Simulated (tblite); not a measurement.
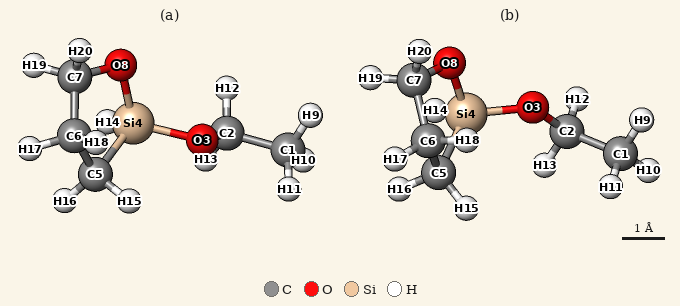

The structure of C5H12O2Si before (left) and after (right) a relaxation, at one scale.

Style: ball-and-stick. Shown at a tilt.

These are results of GFN2-xTB geometry optimisation, gas phase in tblite, not measurements. 

**What changed between the two?**

After 126 geometry steps the energy has fallen by 0.790 eV. The atom that moves furthest after the best rigid fit is O3 (0.90 Å). Largest moves by element: O 0.90 Å, H 0.81 Å, C 0.41 Å, Si 0.35 Å. Some distances before and after: O3–Si4 1.696 → 1.610 Å, Si4–O8 1.697 → 1.626 Å, C6–C7 1.478 → 1.529 Å, C5–H15 1.133 → 1.088 Å. Bond angles that change, for instance: C2–O3–Si4 114.7° → 128.9°, Si4–C5–H15 105.8° → 116.7°, O3–Si4–C5 109.4° → 119.4°. Groups turn about O3–Si4 by about 55°, C2–O3 by about 45°, C5–C6 by about 25°. Cost: 0.96 s on 1 thread of Arm Neoverse V1, with other jobs on the host.
